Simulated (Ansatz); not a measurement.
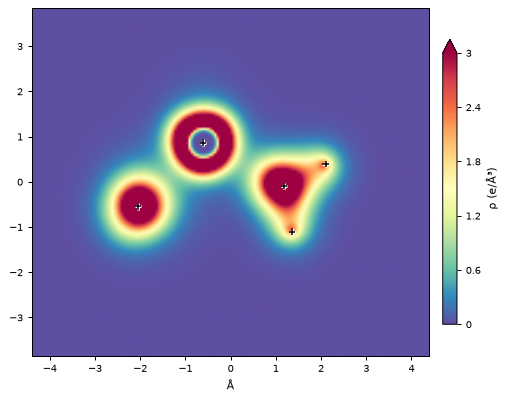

The electron density on a plane through atoms (crosses mark nuclei in the plane).

The calculation used RKS PBE/def2-SVP (Ansatz 0.2.0).

Candidates:
A. F$_{2}$H$_{4}$HfN$_{2}$···HCl
B. Cl$_{3}$FHf···H$_{4}$OSi

Which candidate gave the map?

Answer. Candidate A: F$_{2}$H$_{4}$HfN$_{2}$···HCl on the plane of atoms H5, N4 and H6, which holds Hf, N and H. Hf–N (2.03 Å): the density is about 0.82 e/Å³ at the midpoint. N–H (1.03 Å): the density is about 2.7 e/Å³ at the midpoint.
